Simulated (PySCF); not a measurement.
```xyz
15

F    -3.2581    0.8988    0.7808
C    -3.2269    0.1349   -0.3557
C    -2.1356    0.6395   -1.3044
C    -0.8180    0.3742   -0.7831
C     0.2614    0.1307   -0.2994
C     1.4837   -0.1303    0.2204
C     2.5690   -0.3659    0.6946
C     3.8763   -0.6420    1.2545
F     3.8026   -1.3246    2.4102
F     4.6404   -1.3750    0.4245
F     4.5661    0.4821    1.5154
H    -3.0433   -0.8977   -0.0416
H    -4.2138    0.2222   -0.8223
H    -2.2571    1.7178   -1.4441
H    -2.2510    0.1436   -2.2717
```

Geometry: GFN2-xTB.

Theory: PySCF 2.14.0, PBE0/pcSseg-1, SCF density, gas phase, non-relativistic.

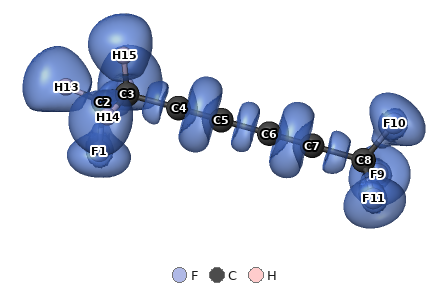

C₇H₄F₄ (SMILES FCCC#CC#CC(F)(F)F). Isosurface of the ELF at 0.75 (blue), seen at an oblique angle. Core shells and regions of very low density are left out.

**Describe the localisation domains.**

At this value the surface marks out six regions between bonded C–C atoms (shared pairs), four regions around hydrogen nuclei and four regions on F in which the atom's valence shell and bonds are merged.

Values along the shortest contacts:
C–C (1.21 Å): the ELF peaks at about 0.85 between the atoms (a multiple bond). C–F (1.34 Å): the ELF peaks at about 0.85 between the atoms: a shared but strongly polarised pair.
